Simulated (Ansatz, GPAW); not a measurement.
# Cutoff, mesh and smearing for Y2CO2 MXene monolayer

How do cutoff, mesh, smearing and the dipole layer change the work function of Y2CO2 MXene monolayer?

Main program and level: GPAW 26.7.0 and Ansatz 0.2.0; Ansatz plane waves; layer without images along its normal, relaxation of atoms and in-plane cell, in the first sound run; inputs show where later runs differ.

## Step 1: Starting point

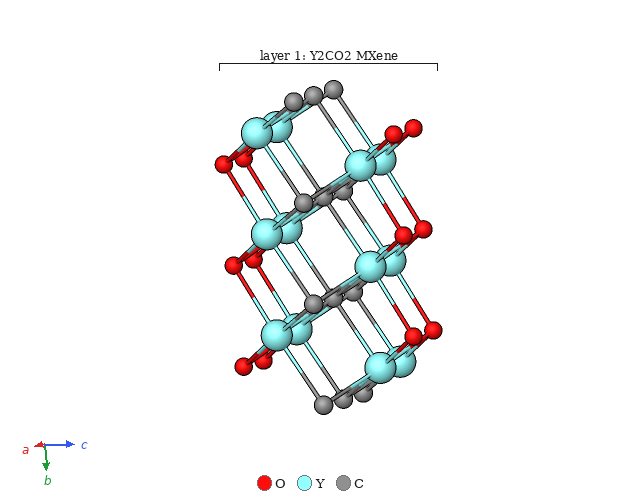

The starting structure, seen from the side, with the c axis across the page (oxygen red, yttrium teal, carbon grey). 2×3×1 cells are drawn. Some periodic images of atoms are drawn too.

The cell holds 5 atoms: 2 O, 2 Y and 1 C. Its edges and angles: a = 3.478 Å, b = 3.478 Å, c = 21.263 Å, α = 90.0°, β = 90.0°, γ = 120.0°. Vacuum lies along c.

As a file:

```cif
data_structure
_symmetry_space_group_name_H-M 'P 1'
_symmetry_Int_Tables_number 1
_cell_length_a 3.4778
_cell_length_b 3.4778
_cell_length_c 21.2626
_cell_angle_alpha 90.000
_cell_angle_beta 90.000
_cell_angle_gamma 120.000
_cell_volume 222.71
loop_
_atom_site_label
_atom_site_type_symbol
_atom_site_fract_x
_atom_site_fract_y
_atom_site_fract_z
_atom_site_occupancy
O1 O 0.33333 0.66667 0.37625 1
Y2 Y 0.66667 0.33333 0.43546 1
C3 C 0.00000 0.00000 0.50000 1
Y4 Y 0.33333 0.66667 0.56454 1
O5 O 0.66667 0.33333 0.62375 1
```

## Step 2: Relaxation

The atoms are relaxed first, since the surface dipole, and with it the work function, follows the positions of the outer layers.

Contents of input.yaml:

```yaml
crystal:
  lattice:
    - [3.47776, 0.0, 0.0]
    - [-1.73888, 3.0118285083, 0.0]
    - [0.0, 0.0, 21.2626329528]
  atoms:
    - { symbol: O, position: [0.3333333333, 0.6666666667, 0.3762469125] }
    - { symbol: "Y", position: [0.6666666667, 0.3333333333, 0.4354627696] }
    - { symbol: C, position: [0.0, 0.0, 0.5] }
    - { symbol: "Y", position: [0.3333333333, 0.6666666667, 0.5645372304] }
    - { symbol: O, position: [0.6666666667, 0.3333333333, 0.6237530875] }
  periodic: [true, true, false]
kpoints:
  mp_grid: { grid: [9, 9, 1] }
hamiltonian:
  xc: pbe
scf:
  occupations: { method: fermi_dirac, width: 0.05 }
relax:
  f_tol: 0.01
  max_steps: 90
  cell: {}
```

On the command line:

```bash
$ ansatz run input.yaml --threads 4 --pin off --max-ram 8192MiB --backend cpu --events-out ev --progress --plain --runs-dir out
```

Numbers of over 12 decimals in the logs are rounded to 6 here.

The log of the run:

```text
Warning: crystal.periodic: the lattice vector that does not repeat stood 0.000° off the slab's normal, 21.263 Å along it as the deck builds it. The run solves the slab on a vector along the normal, 34.325 Å long, with every atom where it was (on the deck's vector they left 16.00 Å outside them, and the widest stretch free of ions among them is 1.37 Å). A fractional position that the run reports is one of the run's ce [...]
crystal.periodic: the lattice vector that does not repeat stood 0.000° off the slab's normal, 21.263 Å along it as the deck builds it. The run solves the slab on a vector along the normal, 34.325 Å long, with every atom where it was (on the deck's vector they left 16.00 Å outside them, and the widest stretch free of ions among them is 1.37 Å). A fractional position that the run reports is one of the run's cell, which [...]
Engine: ansatz 0.2.0, x86_64-unknown-linux-gnu
Pseudopotentials: kind: paw
Pseudopotential: O, paw, valence charge 6, recommended cutoff 420 eV (normal), O.paw.azcp
Pseudopotential: Y, paw, valence charge 11, recommended cutoff 420 eV (normal), Y.paw.azcp
Pseudopotential: C, paw, valence charge 4, recommended cutoff 420 eV (normal), C.paw.azcp
Functional definition: PBE
  parameter kappa = 0.804
  parameter beta = 0.066725
  exchange = pbe_x(kappa = kappa, mu = beta*pi^2/3)
  correlation = pbe_c(beta = beta)
Crystal: 5 atoms, lattice volume = 359.537 Å³
Basis set: ecut = 420 eV, 6997 PW (Γ), exchange–correlation on 48×48×480 points (8 copies of the dense FFT grid, shifted against one another)
Bands: 24, of which v1, the nominal top of the filled ones, is band 19 counted from 1 (18 counted from 0)
Symmetry: 12 space group operations
Space group: P-3m1 (ITA 164), of the structure as read, at distance tolerance 7.1e-5 Å
k-points: 12 of 81
Non-local potential: O, projectors of the file, l = 0: 2, l = 1: 2, l = 2: 1
Non-local potential: Y, projectors of the file, l = 0: 3, l = 1: 2, l = 2: 2, l = 3: 1
Non-local potential: C, projectors of the file, l = 0: 2, l = 1: 2, l = 2: 1
PAW form: soft (Blöchl's): semilocal exchange-correlation on the pseudo side does not see the compensation charge
PAW one-centre angular grid: O, 110 points (default); XC on 64 Gauss nodes
PAW one-centre angular grid: Y, 590 points (default); XC on 64 Gauss nodes
PAW one-centre angular grid: C, 110 points (default); XC on 64 Gauss nodes
Initial density: superposition of atomic densities (neutral atoms: chi_scale 0, normalization atom), corrected by the library's trained network
Initial wavefunctions: pseudopotential atomic-orbital guess
Functional: x = pbe(κ = 0.804, μ = 0.219515), c = pbe(β = 0.066725)
SCF iter   1: F=—  HF=-9084.358132 eV  |F-HF|=—  |Δ(HF+E_count)|=         —  Δρ=2.50e-3  dr2=5.73e-2  ethr=1.77e-3  ⟨swp⟩=10.3  Hψ=2028  notcnv=0
preconditioner: auto → LDOS  [metal: Δε(μ)=0.155 eV  Ē_g=14.184 eV  σ=0.050 eV  W_gap=0.48  n_scr=20 (ndim 8)  ℏωp=11.4 eV  f_vac=0.764  D(μ)=6.61/eV (n_scr^D=18)  β→1.0]
SCF iter   2: F=—  HF=-9084.358068 eV  |F-HF|=—  |Δ(HF+E_count)|=   6.44e-5  Δρ=1.23e-3  dr2=1.98e-2  ethr=1.51e-4  ⟨swp⟩=3.6  Hψ=651  notcnv=0
SCF iter   3: F=—  HF=-9084.357374 eV  |F-HF|=—  |Δ(HF+E_count)|=   6.94e-4  Δρ=8.65e-4  dr2=4.15e-3  ethr=5.20e-5  ⟨swp⟩=2.2  Hψ=453  notcnv=0
SCF iter   4: F=—  HF=-9084.356970 eV  |F-HF|=—  |Δ(HF+E_count)|=   4.04e-4  Δρ=3.22e-4  dr2=1.04e-3  ethr=1.09e-5  ⟨swp⟩=3.0  Hψ=620  notcnv=0
SCF iter   5: F=—  HF=-9084.356895 eV  |F-HF|=—  |Δ(HF+E_count)|=   7.55e-5  Δρ=1.37e-4  dr2=8.90e-5  ethr=2.75e-6  ⟨swp⟩=1.8  Hψ=400  notcnv=0
SCF iter   6: F=—  HF=-9084.357001 eV  |F-HF|=—  |Δ(HF+E_count)|=   1.06e-4  Δρ=3.99e-5  dr2=5.55e-6  ethr=2.34e-7  ⟨swp⟩=3.0  Hψ=558  notcnv=0
SCF iter   7: F=—  HF=-9084.357010 eV  |F-HF|=—  |Δ(HF+E_count)|=   9.18e-6  Δρ=1.18e-5  dr2=4.29e-7  ethr=1.46e-8  ⟨swp⟩=3.2  Hψ=630  notcnv=0
SCF iter   8: F=-9084.357010 eV  HF=-9084.357010 eV  |F-HF|=6.34e-8  |Δ(HF+E_count)|=   6.04e-7  Δρ=2.80e-6  dr2=2.67e-8  ethr=2.63e-10  ⟨swp⟩=7.6  Hψ=1534  notcnv=0
SCF 1 converged in 8 iterations: F = -9084.357010 eV  dr2 = 2.67e-8
  greatest PAW one-centre occupation: 0.993 electrons in one spin orbital (limit 2), on the Y atom at site 3 (counted from 0), in its partial waves of l = 0
relax step   1: F+E_penalty+E_count = -9084.35701044 eV  Δ(F+E_penalty+E_count) = +0.000e0 eV  max|allowed force component| = 5.303e0 eV/Å  Δτ_max = 0.0000 Å  P = +3.319 N/m  Ω = 359.537 Å³  fix = [c, alpha, beta]  reactions: c +0.000 N/m  (8 SCF iters, dr2 threshold 1.00e-7 eV, accepted)
Crystal: 5 atoms, lattice volume = 362.165 Å³
Basis set: ecut = 420 eV, 7057 PW (Γ), exchange–correlation on 48×48×480 points (8 copies of the dense FFT grid, shifted against one another)
Initial density: handed on by an earlier stage of this run
Initial wavefunctions: those handed on with the density
SCF iter   1: F=—  HF=-9086.926373 eV  |F-HF|=—  |Δ(HF+E_count)|=         —  Δρ=2.75e-2  dr2=4.50e0  ethr=3.10e-3  ⟨swp⟩=16.3  Hψ=2120  notcnv=0
preconditioner: auto → LDOS  [metal: Δε(μ)=0.015 eV  Ē_g=14.949 eV  σ=0.050 eV  W_gap=0.08  n_scr=20 (ndim 8)  ℏωp=11.4 eV  f_vac=0.755  D(μ)=4.63/eV (n_scr^D=16)  β→1.0]
SCF iter   2: F=—  HF=-9086.421616 eV  |F-HF|=—  |Δ(HF+E_count)|=   5.05e-1  Δρ=1.72e-2  dr2=7.76e-1  ethr=3.10e-3  ⟨swp⟩=3.4  Hψ=659  notcnv=0
SCF iter   3: F=—  HF=-9086.338296 eV  |F-HF|=—  |Δ(HF+E_count)|=   8.33e-2  Δρ=7.95e-3  dr2=6.48e-1  ethr=2.04e-3  ⟨swp⟩=2.4  Hψ=599  notcnv=0
SCF iter   4: F=—  HF=-9086.261272 eV  |F-HF|=—  |Δ(HF+E_count)|=   7.70e-2  Δρ=4.57e-3  dr2=1.43e-1  ethr=1.70e-3  ⟨swp⟩=2.0  Hψ=363  notcnv=0
SCF iter   5: F=—  HF=-9086.254721 eV  |F-HF|=—  |Δ(HF+E_count)|=   6.55e-3  Δρ=1.21e-3  dr2=5.51e-3  ethr=3.77e-4  ⟨swp⟩=3.2  Hψ=595  notcnv=0
SCF iter   6: F=—  HF=-9086.255818 eV  |F-HF|=—  |Δ(HF+E_count)|=   1.10e-3  Δρ=4.78e-4  dr2=9.49e-4  ethr=1.45e-5  ⟨swp⟩=3.2  Hψ=595  notcnv=0
SCF iter   7: F=—  HF=-9086.256052 eV  |F-HF|=—  |Δ(HF+E_count)|=   2.34e-4  Δρ=1.96e-4  dr2=2.26e-4  ethr=2.50e-6  ⟨swp⟩=3.2  Hψ=589  notcnv=0
SCF iter   8: F=—  HF=-9086.256135 eV  |F-HF|=—  |Δ(HF+E_count)|=   8.35e-5  Δρ=3.11e-5  dr2=4.51e-6  ethr=5.95e-7  ⟨swp⟩=3.1  Hψ=523  notcnv=0
SCF iter   9: F=-9086.256138 eV  HF=-9086.256138 eV  |F-HF|=1.37e-7  |Δ(HF+E_count)|=   2.54e-6  Δρ=1.01e-5  dr2=4.60e-7  ethr=1.32e-9  ⟨swp⟩=5.4  Hψ=1731  notcnv=0
SCF 2 converged in 9 iterations: F = -9086.256138 eV  dr2 = 4.60e-7
[...]
SCF iter   2: F=—  HF=-9086.687295 eV  |F-HF|=—  |Δ(HF+E_count)|=   2.30e-1  Δρ=6.79e-3  dr2=1.64e-1  ethr=2.16e-3  ⟨swp⟩=4.8  Hψ=810  notcnv=0
SCF iter   3: F=—  HF=-9086.653801 eV  |F-HF|=—  |Δ(HF+E_count)|=   3.35e-2  Δρ=2.29e-3  dr2=3.76e-2  ethr=4.32e-4  ⟨swp⟩=3.7  Hψ=679  notcnv=0
SCF iter   4: F=—  HF=-9086.650619 eV  |F-HF|=—  |Δ(HF+E_count)|=   3.18e-3  Δρ=1.35e-3  dr2=1.74e-2  ethr=9.89e-5  ⟨swp⟩=2.2  Hψ=479  notcnv=0
SCF iter   5: F=—  HF=-9086.648355 eV  |F-HF|=—  |Δ(HF+E_count)|=   2.26e-3  Δρ=7.71e-4  dr2=2.48e-3  ethr=4.58e-5  ⟨swp⟩=2.5  Hψ=498  notcnv=0
SCF iter   6: F=—  HF=-9086.648032 eV  |F-HF|=—  |Δ(HF+E_count)|=   3.23e-4  Δρ=1.35e-4  dr2=1.00e-4  ethr=6.53e-6  ⟨swp⟩=3.2  Hψ=550  notcnv=0
SCF iter   7: F=—  HF=-9086.648096 eV  |F-HF|=—  |Δ(HF+E_count)|=   6.43e-5  Δρ=2.92e-5  dr2=1.45e-6  ethr=2.64e-7  ⟨swp⟩=2.8  Hψ=551  notcnv=0
SCF iter   8: F=-9086.648100 eV  HF=-9086.648099 eV  |F-HF|=3.16e-7  |Δ(HF+E_count)|=   3.06e-6  Δρ=7.08e-6  dr2=1.58e-7  ethr=1.32e-9  ⟨swp⟩=6.9  Hψ=1468  notcnv=0
SCF 3 converged in 8 iterations: F = -9086.648100 eV  dr2 = 1.58e-7
relax step   3: F+E_penalty+E_count = -9086.64809956 eV  Δ(F+E_penalty+E_count) = -3.920e-1 eV  max|allowed force component| = 6.452e-1 eV/Å  Δτ_max = 0.1829 Å  P = +3.541 N/m  Ω = 370.013 Å³  energy of the carried Pulay correction = -5.136e-3 eV  fix = [c, alpha, beta]  reactions: c +0.000 N/m  (8 SCF iters, dr2 threshold 5.00e-7 eV, accepted)
[...]
relax step   4: F+E_penalty+E_count = -9086.74267856 eV  Δ(F+E_penalty+E_count) = -9.458e-2 eV  max|allowed force component| = 1.202e-1 eV/Å  Δτ_max = 0.1445 Å  P = -0.147 N/m  Ω = 371.279 Å³  energy of the carried Pulay correction = -5.747e-3 eV  fix = [c, alpha, beta]  reactions: c -0.000 N/m  (9 SCF iters, dr2 threshold 5.00e-7 eV, accepted)
[...]
relax step   5: F+E_penalty+E_count = -9086.74692364 eV  Δ(F+E_penalty+E_count) = -4.245e-3 eV  max|allowed force component| = 3.052e-2 eV/Å  Δτ_max = 0.0274 Å  P = +0.036 N/m  Ω = 369.802 Å³  energy of the carried Pulay correction = -5.034e-3 eV  fix = [c, alpha, beta]  reactions: c +0.000 N/m  (8 SCF iters, dr2 threshold 5.00e-7 eV, accepted)
[...]
relax step   6: F+E_penalty+E_count = -9086.74707380 eV  Δ(F+E_penalty+E_count) = -1.502e-4 eV  max|allowed force component| = 2.821e-4 eV/Å  Δτ_max = 0.0061 Å  P = +0.009 N/m  Ω = 369.793 Å³  energy of the carried Pulay correction = -5.030e-3 eV  fix = [c, alpha, beta]  reactions: c +0.000 N/m  (7 SCF iters, dr2 threshold 5.82e-8 eV, accepted)
[...]
relax step   7: F+E_penalty+E_count = -9086.75289609 eV  Δ(F+E_penalty+E_count) = -5.822e-3 eV  max|allowed force component| = 2.834e-4 eV/Å  Δτ_max = 0.0000 Å  P = +0.112 N/m  Ω = 369.793 Å³  fix = [c, alpha, beta]  reactions: c +0.000 N/m  stress off target by 1.12e-1 N/m on what of the cell is left free  SCF on the basis re-selected at this cell (its energy is not comparable with the rows above)  (9 SCF iters)
[...]
relax step   8: F+E_penalty+E_count = -9086.75275403 eV  Δ(F+E_penalty+E_count) = +1.421e-4 eV  max|allowed force component| = 3.582e-4 eV/Å  Δτ_max = 0.0020 Å  P = +0.006 N/m  Ω = 370.179 Å³  energy of the carried Pulay correction = -1.822e-4 eV  fix = [c, alpha, beta]  reactions: c +0.000 N/m  (8 SCF iters, dr2 threshold 1.34e-8 eV, accepted)
iter 1 solved again at ethr=3.76e-7 eV; its pass at ethr=3.10e-3 eV (dr2=1.43e-4 eV) is discarded
SCF iter   1: F=—  HF=-9086.752874 eV  |F-HF|=—  |Δ(HF+E_count)|=         —  Δρ=4.07e-6  dr2=1.97e-8  ethr=3.76e-7  ⟨swp⟩=5.2  Hψ=3175  notcnv=0
eigensolver tolerance schedule: the retry pair's looser diagonalisation over-reported the residual by 7241.15 of it (diagonalisation noise at 7.16 of the residual, at the tolerance the schedule requests for it); recorded, not acted on — ethr = c·dr2/N_el stays at c = 1.0e-1
preconditioner: auto → LDOS  [metal: Δε(μ)=0.050 eV  Ē_g=14.738 eV  σ=0.050 eV  W_gap=0.24  n_scr=20 (ndim 8)  ℏωp=11.3 eV  f_vac=0.759  D(μ)=5.04/eV (n_scr^D=16)  β→1.0]
SCF iter   2: F=—  HF=-9086.752941 eV  |F-HF|=—  |Δ(HF+E_count)|=   6.68e-5  Δρ=3.50e-6  dr2=3.00e-8  ethr=5.19e-11  ⟨swp⟩=5.7  Hψ=1067  notcnv=0
SCF iter   3: F=—  HF=-9086.752941 eV  |F-HF|=—  |Δ(HF+E_count)|=   1.64e-8  Δρ=8.65e-7  dr2=2.87e-9  ethr=5.19e-11  ⟨swp⟩=2.2  Hψ=417  notcnv=0
SCF iter   4: F=—  HF=-9086.752941 eV  |F-HF|=—  |Δ(HF+E_count)|=   3.43e-9  Δρ=4.86e-7  dr2=9.29e-10  ethr=7.57e-12  ⟨swp⟩=2.3  Hψ=465  notcnv=0
SCF iter   5: F=—  HF=-9086.752941 eV  |F-HF|=—  |Δ(HF+E_count)|=  6.24e-10  Δρ=1.11e-7  dr2=1.63e-10  ethr=2.44e-12  ⟨swp⟩=2.5  Hψ=461  notcnv=0
SCF iter   6: F=—  HF=-9086.752941 eV  |F-HF|=—  |Δ(HF+E_count)|=  1.15e-10  Δρ=7.58e-8  dr2=3.11e-11  ethr=1.00e-12  ⟨swp⟩=1.7  Hψ=335  notcnv=0
SCF iter   7: F=-9086.752941 eV  HF=-9086.752941 eV  |F-HF|=4.55e-11  |Δ(HF+E_count)|=  9.28e-11  Δρ=3.82e-8  dr2=7.97e-12  ethr=1.00e-12  ⟨swp⟩=8.8  Hψ=1662  notcnv=0
SCF 9 converged in 7 iterations: F = -9086.752941 eV  dr2 = 7.97e-12
relax step   9: F+E_penalty+E_count = -9086.75294064 eV  Δ(F+E_penalty+E_count) = -1.866e-4 eV  max|allowed force component| = 3.445e-4 eV/Å  Δτ_max = 0.0000 Å  P = +0.007 N/m  Ω = 370.179 Å³  fix = [c, alpha, beta]  reactions: c +0.000 N/m  stress off target by 7.27e-3 N/m on what of the cell is left free  SCF on the basis re-selected at this cell (its energy is not comparable with the rows above)  (7 SCF iters)
basis re-selected at this cell: Δ(F+E_penalty+E_count) = -1.866e-4 eV, ΔP = +0.002 N/m vs the last step (what re-selecting the basis moved, of the pressure what is left beyond the Pulay correction that the steps carried, after the strain that the cell walked since its last selection, with what the two solves' SCF thresholds leave and, on support functions, any second-order correction that the steps lacked; it is no m [...]
SCF converged after 7 iterations
Free energy (F): -9086.752941 eV
Harris-Foulkes:  -9086.752941 eV  (|F-HF|=4.55e-11)
Internal energy: -9086.713611 eV  (E = F + TS)
E sigma→0 (E₀):  -9086.733276 eV
Entropy (-TS):   -0.039329 eV (-7.866 meV/atom)
Fermi energy:    -5.686442 eV
--- Per-component energies (eV) ---
  E_band       = -742.208778
  E_kinetic    = 1044.883591
  E_local      = -77881.327808  (includes V_loc(G=0)·N_el)
  E_nonlocal   = 222.672566
  E_hartree    = 38350.487993
  E_xc         = -542.962251
  E_vxc        = -646.654030  (∫ρ·V_xc dr)
  E_paw        = -6064.673060  (= ΣΔE_a)
  E_vpaw       = -182.763863  (= ΣTr[D̂ρ^β])
  E_aug_tail   = 0.004882  (compensation charges beyond the density's cutoff)
  E_ewald      = 35784.200476
  E_smearing   = -0.039329  (= −TS)
  E_closure    = -0.000000  (closes the sum)
  Σ components = -9086.752941   (vs F -9086.752941, Δ=0.00e0)
--- Forces (eV/Å), atoms counted from 1 ---
  atom   1  O     -0.00000000     0.00000000    -0.00034448
  atom   2  Y      0.00000000    -0.00000000     0.00027153
  atom   3  C      0.00000000     0.00000000     0.00000000
  atom   4  Y      0.00000000     0.00000000    -0.00027153
  atom   5  O     -0.00000000    -0.00000000     0.00034448
  max |Σ_I F_I| component: 1.85e-17 eV/Å
--- 2D stress c σ (N/m, compression-positive) ---
        0.007272       0.000000      -0.000000
       -0.000000       0.007272       0.000000
       -0.000000       0.000000       0.000000
  P = ½ c Tr σ = 0.0073 N/m
--- Relaxed structure (7 steps of the walk, 7 accepted, 2 SCFs on fresh bases) ---
  F+E_penalty+E_count = -9086.75294064 eV   max|allowed force component| = 3.445e-4 eV/Å   (the final SCF, on the basis selected at the relaxed cell)
  cell:  # Å, volume = 370.1787 Å³
    - [3.528852, 0.0, 0]
    - [-1.764426, 3.056076, 0]
    - [0, 0, 34.325266]
  atoms:
    - { symbol: O, position: [0.333333, 0.666667, 0.236171] }
    - { symbol: Y, position: [0.666667, 0.333333, 0.257859] }
    - { symbol: C, position: [0, 0, 0.309723] }
    - { symbol: Y, position: [0.333333, 0.666667, 0.361587] }
    - { symbol: O, position: [0.666667, 0.333333, 0.383274] }
```

Run time: 18 s. Hardware: 4 threads of AMD EPYC 7R32 (Zen 2), shared host; peak memory 0.78 GiB; 61 s of CPU time.

The steps of the relaxation:

```
step  energy less that of the first step (eV)  largest force component (eV/Å)  volume (Å³)
   1                                   0.0000                          5.3030       359.54
   2                                  -1.8991                          2.3048       362.16
   3                                  -2.2911                          0.6452       370.01
   4                                  -2.3857                          0.1202       371.28
   5                                  -2.3899                          0.0305       369.80
   6                                  -2.3901                          0.0003       369.79
  7*                                  -2.3959                          0.0003       369.79
   8                                  -2.3957                          0.0004       370.18
  9*                                  -2.3959                          0.0003       370.18
```

Relaxation steps marked * repeat the geometry before them on a plane-wave basis chosen anew for their cell, so energy and pressure can jump there.

Forces are held to the 12 operations that the run works with; a distortion that breaks them can't arise in this run.

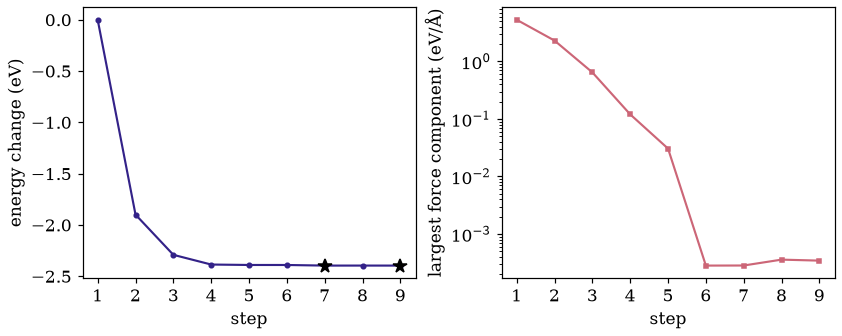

Energy and largest force along the relaxation. Stars mark steps on a basis chosen anew.

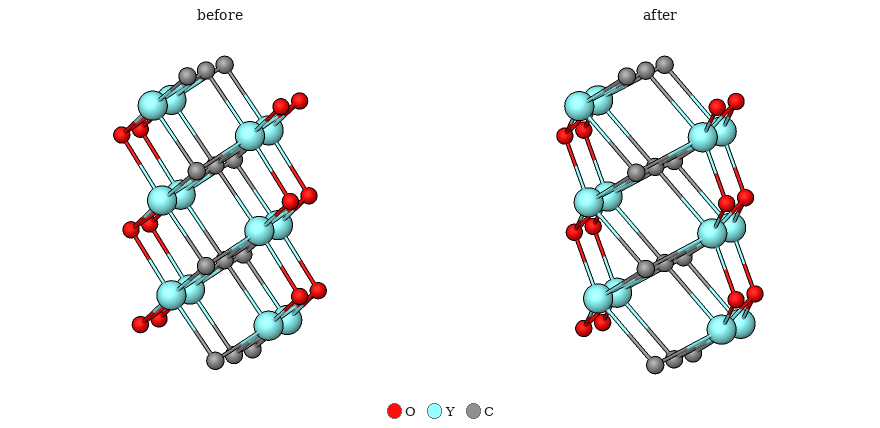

The structure before and after the relaxation, drawn at the same scale.

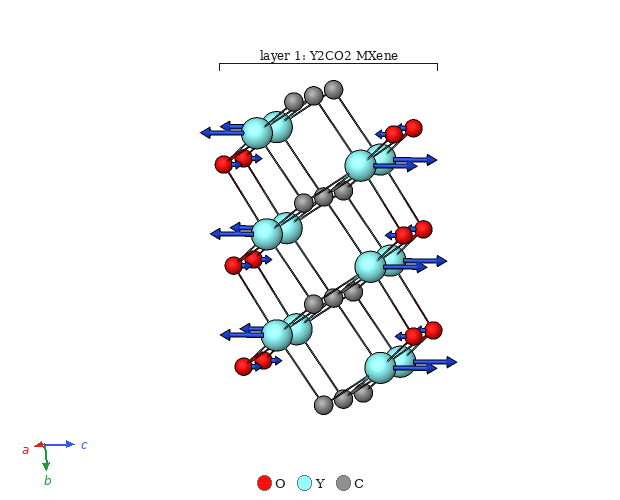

Displacements in the relaxation, exaggerated, measured against the changing cell; the longest in the cell stands for 0.41 Å. 2×3×1 cells are drawn. Some periodic images of atoms are drawn too.

```csv
cell as run,before,after,change
a (Å),3.478,3.529,+1.5 %
b (Å),3.478,3.529,+1.5 %
```

The atoms that moved most (Å, along periodic axes as changes of fractional coordinates times the final cell, across vacuum about the mean position):

| atom | dx | dy | dz | length |
| --- | --- | --- | --- | --- |
| Y4 | 0.000 | 0.000 | 0.408 | 0.408 |
| Y2 | 0.000 | 0.000 | -0.408 | 0.408 |
| O1 | 0.000 | 0.000 | 0.107 | 0.107 |
| O5 | 0.000 | 0.000 | -0.107 | 0.107 |

Final coordinates:

```xyz
5
Lattice="3.5289 0.0000 0.0000 -1.7644 3.0561 0.0000 0.0000 0.0000 34.3253" Properties=species:S:1:pos:R:3
O     0.0000    2.0374    8.1066
Y     1.7644    1.0187    8.8511
C     0.0000    0.0000   10.6313
Y     0.0000    2.0374   12.4116
O     1.7644    1.0187   13.1560
```

This step gave:

| Property | Result |
| --- | --- |
| free energy | -9086.7529 eV |
| smearing term TS | 0.03933 eV |
| symmetry operations | 12 |

The relaxation lowered the energy of the cell by 2.40 eV.

(Continued in part 2 of 3.)

[Logs are printed without paths, hosts, clocks, repeated set-up lines and the standing remarks that a program may print on its own settings, such as how far it seeks lower states.]

[Hosts, paths, dates, database ids (printed as entryN), source tags and the programs' standing remarks are cut or masked in the printed files.]
